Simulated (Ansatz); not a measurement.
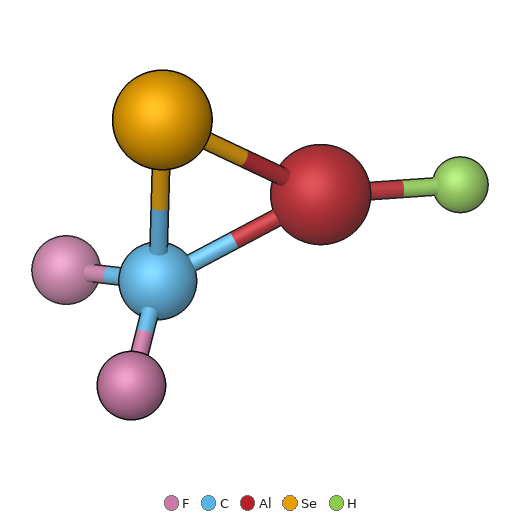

Ball-and-stick drawing of a structure.

The computed structure is the end point of a PBE0-D4/def2-TZVP optimisation.

What is the molecular formula?

Answer. CHAlF₂Se, 6 atoms: 1 carbon, 1 hydrogen, 1 aluminium, 2 fluorine and 1 selenium.

Count the bonded pairs by element.

Answer. 2 C–F, 1 C–Al, 1 Al–Se, 1 C–Se, 1 Al–H.

How many sets of symmetry-equivalent atoms are there?

Answer. 5: 2 F, 1 C, 1 Al, 1 Se, 1 H.

More results for the same structure follow; atom numbers are the same in all pictures, views and colours differ.

## Shape

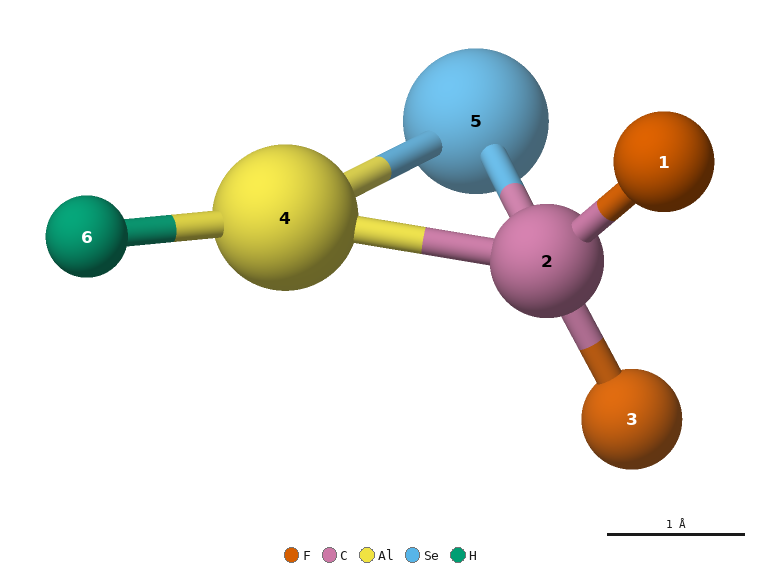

Numbered structure.

Give the bond lengths.

```tsv
bond	length (Å)
F1–C2	1.341
C2–F3	1.341
C2–Al4	1.942
C2–Se5	2.100
Al4–Se5	2.246
Al4–H6	1.569
```

## Vibrations

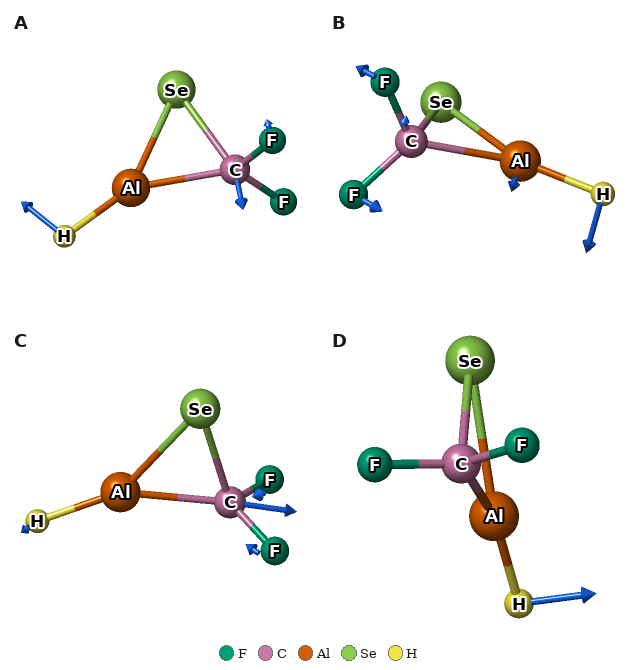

4 normal modes of one molecule or complex, as arrows. Harmonic vibrations computed with RKS PBE0-D4/def2-TZVP (Ansatz 0.2.0) at a stationary point of the same level.

Match the panels to the wavenumbers 176 cm⁻¹, 420 cm⁻¹, 597 cm⁻¹, 1204 cm⁻¹.

Answer. A: 597 cm⁻¹
B: 176 cm⁻¹, Al–C–F bending
C: 1204 cm⁻¹
D: 420 cm⁻¹, a torsion or out-of-plane motion in which bond lengths and bond angles hardly change

## Thermal motion

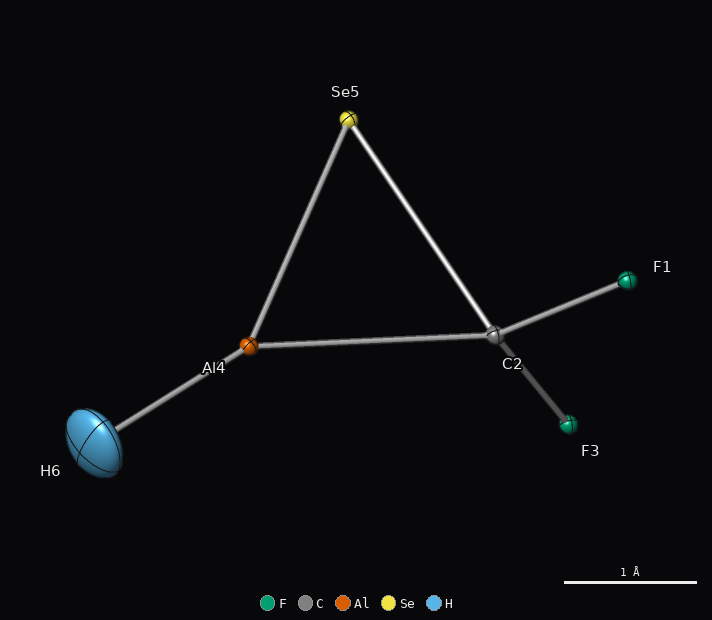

Displacement ellipsoids at the 50 % level, from the internal vibrations of the free molecule (harmonic, no overall translation or rotation; no half-axis is drawn under 0.075 Å). Vibrations computed with RKS PBE0-D4/def2-TZVP (Ansatz 0.2.0). Temperature: 0 K (zero-point motion alone).

Which atom has the largest mean-square displacement?

Answer. H6, with U_eq = 0.0283 Å².

Does H6 move more along its bond or across it?

Answer. Across it: the root-mean-square amplitude is 0.096 Å along the bond and up to 0.204 Å across, since bending and torsion are softer than stretching.

List U_eq and the three principal root-mean-square amplitudes for each kind of atom.

```
  atom  U_eq (Å²)   rms amplitudes (Å)
F1, F3     0.0017  0.029, 0.044, 0.050
    C2     0.0020  0.036, 0.044, 0.051
   Al4    0.00100  0.029, 0.031, 0.034
   Se5    0.00022  0.010, 0.011, 0.020
    H6     0.0283  0.096, 0.184, 0.204
```

## Dipole moment

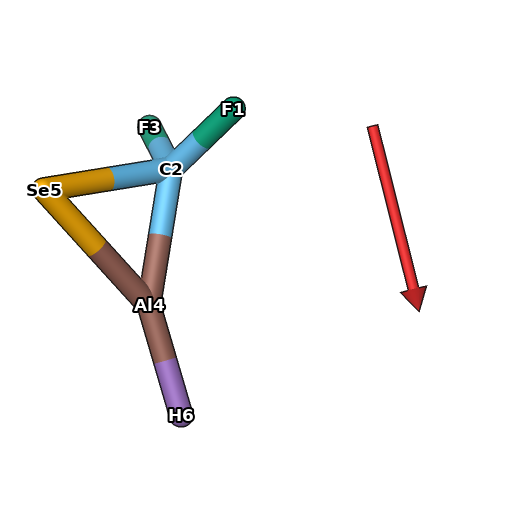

The arrow beside the molecule shows the direction of the dipole moment, from the negative to the positive end (its length means nothing). Properties computed with RKS r2SCAN-D4/def2-TZVPP (Ansatz 0.2.0).

How large is the dipole moment?

Answer. 2.82 D; it points from the side of F1, F3 to the side of H6 (the outermost atoms at the two ends).
